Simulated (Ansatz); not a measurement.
Run report: SnH3ClO, nudged elastic band (part 1 of 2)

System: SnH3ClO.
Method: RKS PBE0-D4/def2-SVP (Ansatz 0.2.0).

The run did not end well. It belongs to a series of runs on one base structure; here: band between the two ends.

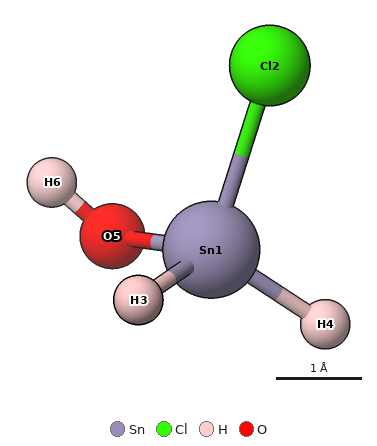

Figure 1. The input geometry (ball-and-stick view, seen at a tilt; atoms are numbered from 1 in the order of the input). Sticks mark near contacts.

The input:
```yaml
crystal:
  periodic: [false, false, false]
  atoms:
    - { symbol: Sn, position_ang: [0.265175, 0.06146, 0.090253] }
    - { symbol: Cl, position_ang: [0.632664, 0.057952, 2.416857] }
    - { symbol: H, position_ang: [1.778853, -0.273954, -0.628661] }
    - { symbol: H, position_ang: [-0.532224, 1.499282, -0.342822] }
    - { symbol: O, position_ang: [-1.042052, -1.367363, -0.295359] }
    - { symbol: H, position_ang: [-0.791315, -2.221978, 0.074532] }
basis:
  gaussian: { orbitals: def2-SVP }
hamiltonian:
  xc: pbe0
  dispersion: d4
neb:
  order_check: false
  images: 7
  f_tol: 0.05
  max_iterations: 60
  optimiser: fire
  climbing: immediate
  final_atoms:
    - { symbol: Sn, position_ang: [-0.27648178, 0.04336054, -0.87641399] }
    - { symbol: Cl, position_ang: [1.62578422, 0.33778992, 1.53135914] }
    - { symbol: H, position_ang: [2.64488776, -0.28878831, 1.05300614] }
    - { symbol: H, position_ang: [-1.0966244, 1.31790793, 0.05622873] }
    - { symbol: O, position_ang: [-1.40781565, -1.39668172, -0.04090767] }
    - { symbol: H, position_ang: [-1.17864915, -2.25818936, -0.40847235] }
  initial_path:
    images:
      - { positions_ang: [[0.265175, 0.06146, 0.090253], [0.632664, 0.057952, 2.416857], [1.778853, -0.273954, -0.628661], [-0.532224, 1.499282, -0.342822], [-1.042052, -1.367363, -0.295359], [-0.791315, -2.221978, 0.074532]] }
      - { positions_ang: [[0.19873175, 0.04610476, 0.06774209], [0.8475549, 0.04530401, 2.34791112], [1.81225903, -0.20191204, -0.39089992], [-0.60540703, 1.47812644, -0.40335122], [-1.00766493, -1.42679562, -0.38784372], [-0.93437272, -2.18542854, 0.08124166]] }
      - { positions_ang: [[0.1322885, 0.03074951, 0.04523118], [1.06244581, 0.03265602, 2.27896524], [1.84566506, -0.12987008, -0.15313883], [-0.67859006, 1.45697089, -0.46388044], [-0.97327786, -1.48622825, -0.48032845], [-1.07743045, -2.14887909, 0.08795131]] }
      - { positions_ang: [[0.06584526, 0.01539427, 0.02272027], [1.27733671, 0.02000802, 2.21001936], [1.87907109, -0.05782811, 0.08462225], [-0.75177309, 1.43581533, -0.52440967], [-0.93889079, -1.54566087, -0.57281317], [-1.22048817, -2.11232963, 0.09466097]] }
      - { positions_ang: [[-0.00059799, 3.902e-05, 0.00020936], [1.49222761, 0.00736003, 2.14107347], [1.91247712, 0.01421385, 0.32238334], [-0.82495611, 1.41465977, -0.58493889], [-0.90450372, -1.6050935, -0.6652979], [-1.36354589, -2.07578018, 0.10137062]] }
      - { positions_ang: [[-0.06956894, 0.0108694, -0.21894648], [1.52561676, 0.0899675, 1.98864489], [2.09557978, -0.06153669, 0.50503904], [-0.89287319, 1.39047181, -0.42464698], [-1.03033171, -1.55299055, -0.50920034], [-1.31732171, -2.12138247, -0.02609012]] }
      - { positions_ang: [[-0.13853988, 0.02169978, -0.43810232], [1.55900591, 0.17257498, 1.83621631], [2.27868244, -0.13728723, 0.68769474], [-0.96079026, 1.36628385, -0.26435508], [-1.15615969, -1.50088761, -0.35310279], [-1.27109752, -2.16698477, -0.15355086]] }
      - { positions_ang: [[-0.20751083, 0.03253016, -0.65725816], [1.59239507, 0.25518245, 1.68378772], [2.4617851, -0.21303777, 0.87035044], [-1.02870733, 1.34209589, -0.10406317], [-1.28198767, -1.44878467, -0.19700523], [-1.22487333, -2.21258707, -0.28101161]] }
      - { positions_ang: [[-0.27648178, 0.04336054, -0.87641399], [1.62578422, 0.33778992, 1.53135914], [2.64488776, -0.28878831, 1.05300614], [-1.0966244, 1.31790793, 0.05622873], [-1.40781565, -1.39668172, -0.04090767], [-1.17864915, -2.25818936, -0.40847235]] }
```

Hardware: 2 threads of Arm Neoverse V1, 24 GiB of memory available, shared host.

Launched with:
```bash
ansatz run input.yaml --threads 2 --pin off --max-ram 3072MiB --backend cpu --events-out ev --progress --plain --runs-dir out
```

Log:
```
Engine: ansatz 0.2.0, aarch64-unknown-linux-gnu
Functional definition: PBE0
  parameter a = 0.25
  parameter kappa = 0.804
  parameter beta = 0.06672455060314922
  exchange = (1 - a)*pbe_x(kappa = kappa, mu = beta*pi^2/3) + a*exact_x
  correlation = pbe_c(beta = beta)
841 factors; integrals over basis functions are off by at most 3.3e-4 eV
mean field evaluation 1: about -20434.4027 eV, gradient 5.0e1 eV
mean field evaluation 2: about -20413.0781 eV, gradient 1.1e2 eV
mean field evaluation 4: about -20439.0887 eV, gradient 5.0e0 eV
mean field evaluation 8: about -20439.1540 eV, gradient 2.9e-2 eV
mean field -20439.15399214 eV, -751.1250550550 hartree, gradient 5.1e-5 eV, S^2 0.000000; 0 other end points of the search recorded, 0 dependent functions left out
the calculation of the forces begins
reference -20439.15401912 eV, -751.1250560466 hartree; 25, 25 occupied and 48, 48 virtual orbitals, 841 factors
844 factors; integrals over basis functions are off by at most 9.3e-4 eV
mean field evaluation 16: about -20372.8808 eV, gradient 1.5e2 eV
mean field -20438.15272563 eV, -751.0882591895 hartree, gradient 3.9e-5 eV, S^2 0.000000; 0 other end points of the search recorded, 0 dependent functions left out
[... from here on the field's lines of each further geometry are left out, up to the last ...]
NEB iter   1: max|band force component| = 3.457e1 eV/Å  barrier→ = 5.9649 eV  barrier← = 4.9655 eV  CI = image 6  Δτ_max = 0.2000 Å  (226 SCF iters)
NEB iter   2: max|band force component| = 1.308e1 eV/Å  barrier→ = 3.7398 eV  barrier← = 2.7404 eV  CI = image 6  Δτ_max = 0.0576 Å  (215 SCF iters)
NEB iter   3: max|band force component| = 7.078e0 eV/Å  barrier→ = 2.8904 eV  barrier← = 1.8910 eV  CI = image 5  Δτ_max = 0.0873 Å  (207 SCF iters)
NEB iter   4: max|band force component| = 3.292e0 eV/Å  barrier→ = 2.6088 eV  barrier← = 1.6094 eV  CI = image 5  Δτ_max = 0.0122 Å  (217 SCF iters)
NEB iter   5: max|band force component| = 2.982e0 eV/Å  barrier→ = 2.5326 eV  barrier← = 1.5332 eV  CI = image 5  Δτ_max = 0.0233 Å  (206 SCF iters)
NEB iter   6: max|band force component| = 2.387e0 eV/Å  barrier→ = 2.4111 eV  barrier← = 1.4117 eV  CI = image 5  Δτ_max = 0.0321 Å  (211 SCF iters)
NEB iter   7: max|band force component| = 1.862e0 eV/Å  barrier→ = 2.2864 eV  barrier← = 1.2870 eV  CI = image 5  Δτ_max = 0.0391 Å  (218 SCF iters)
NEB iter   8: max|band force component| = 1.581e0 eV/Å  barrier→ = 2.1910 eV  barrier← = 1.1916 eV  CI = image 5  Δτ_max = 0.0439 Å  (218 SCF iters)
NEB iter   9: max|band force component| = 1.204e0 eV/Å  barrier→ = 2.1378 eV  barrier← = 1.1384 eV  CI = image 5  Δτ_max = 0.0051 Å  (209 SCF iters)
NEB iter  10: max|band force component| = 1.184e0 eV/Å  barrier→ = 2.1300 eV  barrier← = 1.1306 eV  CI = image 5  Δτ_max = 0.0102 Å  (164 SCF iters)
NEB iter  11: max|band force component| = 1.140e0 eV/Å  barrier→ = 2.1170 eV  barrier← = 1.1176 eV  CI = image 5  Δτ_max = 0.0152 Å  (192 SCF iters)
NEB iter  12: max|band force component| = 1.063e0 eV/Å  barrier→ = 2.1025 eV  barrier← = 1.1031 eV  CI = image 5  Δτ_max = 0.0200 Å  (212 SCF iters)
NEB iter  13: max|band force component| = 9.469e-1 eV/Å  barrier→ = 2.0897 eV  barrier← = 1.0903 eV  CI = image 5  Δτ_max = 0.0244 Å  (213 SCF iters)
NEB iter  14: max|band force component| = 7.878e-1 eV/Å  barrier→ = 2.0807 eV  barrier← = 1.0813 eV  CI = image 5  Δτ_max = 0.0280 Å  (210 SCF iters)
NEB iter  15: max|band force component| = 7.105e-1 eV/Å  barrier→ = 2.0762 eV  barrier← = 1.0768 eV  CI = image 5  Δτ_max = 0.0340 Å  (211 SCF iters)
NEB iter  16: max|band force component| = 6.921e-1 eV/Å  barrier→ = 2.0754 eV  barrier← = 1.0760 eV  CI = image 5  Δτ_max = 0.0389 Å  (208 SCF iters)
NEB iter  17: max|band force component| = 6.569e-1 eV/Å  barrier→ = 2.0793 eV  barrier← = 1.0799 eV  CI = image 5  Δτ_max = 0.0412 Å  (209 SCF iters)
NEB iter  18: max|band force component| = 6.084e-1 eV/Å  barrier→ = 2.0917 eV  barrier← = 1.0923 eV  CI = image 5  Δτ_max = 0.0427 Å  (217 SCF iters)
NEB iter  19: max|band force component| = 8.270e-1 eV/Å  barrier→ = 2.1088 eV  barrier← = 1.1094 eV  CI = image 5  Δτ_max = 0.0065 Å  (215 SCF iters)
NEB iter  20: max|band force component| = 7.031e-1 eV/Å  barrier→ = 2.0990 eV  barrier← = 1.0996 eV  CI = image 5  Δτ_max = 0.0121 Å  (172 SCF iters)
NEB iter  21: max|band force component| = 4.974e-1 eV/Å  barrier→ = 2.0851 eV  barrier← = 1.0857 eV  CI = image 5  Δτ_max = 0.0158 Å  (177 SCF iters)
NEB iter  22: max|band force component| = 3.347e-1 eV/Å  barrier→ = 2.0722 eV  barrier← = 1.0728 eV  CI = image 5  Δτ_max = 0.0174 Å  (190 SCF iters)
NEB iter  23: max|band force component| = 3.799e-1 eV/Å  barrier→ = 2.0611 eV  barrier← = 1.0617 eV  CI = image 5  Δτ_max = 0.0171 Å  (202 SCF iters)
NEB iter  24: max|band force component| = 3.814e-1 eV/Å  barrier→ = 2.0504 eV  barrier← = 1.0510 eV  CI = image 5  Δτ_max = 0.0185 Å  (201 SCF iters)
NEB iter  25: max|band force component| = 2.782e-1 eV/Å  barrier→ = 2.0406 eV  barrier← = 1.0412 eV  CI = image 5  Δτ_max = 0.0218 Å  (209 SCF iters)
NEB iter  26: max|band force component| = 3.009e-1 eV/Å  barrier→ = 2.0334 eV  barrier← = 1.0340 eV  CI = image 5  Δτ_max = 0.0245 Å  (214 SCF iters)
NEB iter  27: max|band force component| = 3.626e-1 eV/Å  barrier→ = 2.0277 eV  barrier← = 1.0283 eV  CI = image 5  Δτ_max = 0.0265 Å  (207 SCF iters)
NEB iter  28: max|band force component| = 3.601e-1 eV/Å  barrier→ = 2.0183 eV  barrier← = 1.0189 eV  CI = image 5  Δτ_max = 0.0321 Å  (208 SCF iters)
NEB iter  29: max|band force component| = 2.573e-1 eV/Å  barrier→ = 2.0040 eV  barrier← = 1.0046 eV  CI = image 5  Δτ_max = 0.0060 Å  (208 SCF iters)
NEB iter  30: max|band force component| = 2.357e-1 eV/Å  barrier→ = 2.0009 eV  barrier← = 1.0015 eV  CI = image 5  Δτ_max = 0.0107 Å  (159 SCF iters)
NEB iter  31: max|band force component| = 1.816e-1 eV/Å  barrier→ = 1.9959 eV  barrier← = 0.9965 eV  CI = image 5  Δτ_max = 0.0140 Å  (184 SCF iters)
NEB iter  32: max|band force component| = 1.899e-1 eV/Å  barrier→ = 1.9904 eV  barrier← = 0.9910 eV  CI = image 5  Δτ_max = 0.0152 Å  (193 SCF iters)
NEB iter  33: max|band force component| = 1.939e-1 eV/Å  barrier→ = 1.9849 eV  barrier← = 0.9855 eV  CI = image 5  Δτ_max = 0.0035 Å  (203 SCF iters)
NEB iter  34: max|band force component| = 1.816e-1 eV/Å  barrier→ = 1.9836 eV  barrier← = 0.9842 eV  CI = image 5  Δτ_max = 0.0070 Å  (158 SCF iters)
NEB iter  35: max|band force component| = 1.818e-1 eV/Å  barrier→ = 1.9811 eV  barrier← = 0.9817 eV  CI = image 5  Δτ_max = 0.0107 Å  (164 SCF iters)
NEB iter  36: max|band force component| = 1.965e-1 eV/Å  barrier→ = 1.9777 eV  barrier← = 0.9783 eV  CI = image 5  Δτ_max = 0.0146 Å  (181 SCF iters)
NEB iter  37: max|band force component| = 1.982e-1 eV/Å  barrier→ = 1.9731 eV  barrier← = 0.9737 eV  CI = image 5  Δτ_max = 0.0184 Å  (194 SCF iters)
NEB iter  38: max|band force component| = 1.992e-1 eV/Å  barrier→ = 1.9676 eV  barrier← = 0.9682 eV  CI = image 5  Δτ_max = 0.0221 Å  (183 SCF iters)
NEB iter  39: max|band force component| = 1.967e-1 eV/Å  barrier→ = 1.9616 eV  barrier← = 0.9622 eV  CI = image 5  Δτ_max = 0.0287 Å  (188 SCF iters)
NEB iter  40: max|band force component| = 1.973e-1 eV/Å  barrier→ = 1.9547 eV  barrier← = 0.9553 eV  CI = image 5  Δτ_max = 0.0365 Å  (189 SCF iters)
NEB iter  41: max|band force component| = 2.006e-1 eV/Å  barrier→ = 1.9472 eV  barrier← = 0.9478 eV  CI = image 5  Δτ_max = 0.0452 Å  (189 SCF iters)
NEB iter  42: max|band force component| = 2.111e-1 eV/Å  barrier→ = 1.9410 eV  barrier← = 0.9416 eV  CI = image 5  Δτ_max = 0.0544 Å  (197 SCF iters)
NEB iter  43: max|band force component| = 2.340e-1 eV/Å  barrier→ = 1.9375 eV  barrier← = 0.9381 eV  CI = image 5  Δτ_max = 0.0657 Å  (197 SCF iters)
NEB iter  44: max|band force component| = 4.585e-1 eV/Å  barrier→ = 1.9377 eV  barrier← = 0.9383 eV  CI = image 5  Δτ_max = 0.0829 Å  (196 SCF iters)
NEB iter  45: max|band force component| = 1.497e0 eV/Å  barrier→ = 1.9346 eV  barrier← = 0.9352 eV  CI = image 5  Δτ_max = 0.0222 Å  (197 SCF iters)
NEB iter  46: max|band force component| = 7.793e-1 eV/Å  barrier→ = 1.9297 eV  barrier← = 0.9303 eV  CI = image 5  Δτ_max = 0.0029 Å  (191 SCF iters)
NEB iter  47: max|band force component| = 5.506e-1 eV/Å  barrier→ = 1.9290 eV  barrier← = 0.9296 eV  CI = image 5  Δτ_max = 0.0049 Å  (144 SCF iters)
NEB iter  48: max|band force component| = 2.811e-1 eV/Å  barrier→ = 1.9278 eV  barrier← = 0.9284 eV  CI = image 5  Δτ_max = 0.0051 Å  (154 SCF iters)
NEB iter  49: max|band force component| = 4.449e-1 eV/Å  barrier→ = 1.9263 eV  barrier← = 0.9269 eV  CI = image 5  Δτ_max = 0.0016 Å  (155 SCF iters)
NEB iter  50: max|band force component| = 3.229e-1 eV/Å  barrier→ = 1.9258 eV  barrier← = 0.9264 eV  CI = image 5  Δτ_max = 0.0027 Å  (134 SCF iters)
NEB iter  51: max|band force component| = 2.647e-1 eV/Å  barrier→ = 1.9250 eV  barrier← = 0.9256 eV  CI = image 5  Δτ_max = 0.0036 Å  (145 SCF iters)
NEB iter  52: max|band force component| = 2.690e-1 eV/Å  barrier→ = 1.9239 eV  barrier← = 0.9245 eV  CI = image 5  Δτ_max = 0.0047 Å  (150 SCF iters)
NEB iter  53: max|band force component| = 3.598e-1 eV/Å  barrier→ = 1.9226 eV  barrier← = 0.9232 eV  CI = image 5  Δτ_max = 0.0058 Å  (150 SCF iters)
NEB iter  54: max|band force component| = 3.213e-1 eV/Å  barrier→ = 1.9213 eV  barrier← = 0.9219 eV  CI = image 5  Δτ_max = 0.0068 Å  (148 SCF iters)
NEB iter  55: max|band force component| = 2.753e-1 eV/Å  barrier→ = 1.9200 eV  barrier← = 0.9207 eV  CI = image 5  Δτ_max = 0.0086 Å  (151 SCF iters)
NEB iter  56: max|band force component| = 3.091e-1 eV/Å  barrier→ = 1.9190 eV  barrier← = 0.9196 eV  CI = image 5  Δτ_max = 0.0108 Å  (166 SCF iters)
NEB iter  57: max|band force component| = 3.397e-1 eV/Å  barrier→ = 1.9183 eV  barrier← = 0.9189 eV  CI = image 5  Δτ_max = 0.0133 Å  (166 SCF iters)
NEB iter  58: max|band force component| = 3.591e-1 eV/Å  barrier→ = 1.9184 eV  barrier← = 0.9190 eV  CI = image 5  Δτ_max = 0.0181 Å  (172 SCF iters)
NEB iter  59: max|band force component| = 3.679e-1 eV/Å  barrier→ = 1.9194 eV  barrier← = 0.9200 eV  CI = image 5  Δτ_max = 0.0243 Å  (178 SCF iters)
the calculation of the forces begins
reference -20437.82035811 eV, -751.0760449083 hartree; 25, 25 occupied and 48, 48 virtual orbitals, 844 factors
these checks for a lower state are left out or cut short: starts, cluster_reference, orbital_swaps, neighbouring_geometries, increment
843 factors; integrals over basis functions are off by at most 1.2e-3 eV
mean field evaluation 2784: about -20438.0078 eV, gradient 4.3e-1 eV
mean field -20438.03121678 eV, -751.0837938217 hartree, gradient 1.8e-5 eV, S^2 0.000000; 0 other end points of the search recorded, 0 dependent functions left out
the calculation of the forces begins
reference -20438.03124211 eV, -751.0837947525 hartree; 25, 25 occupied and 48, 48 virtual orbitals, 843 factors
NEB iter  60: max|band force component| = 3.725e-1 eV/Å  barrier→ = 1.9211 eV  barrier← = 0.9217 eV  CI = image 5  Δτ_max = 0.0322 Å  (177 SCF iters)
```
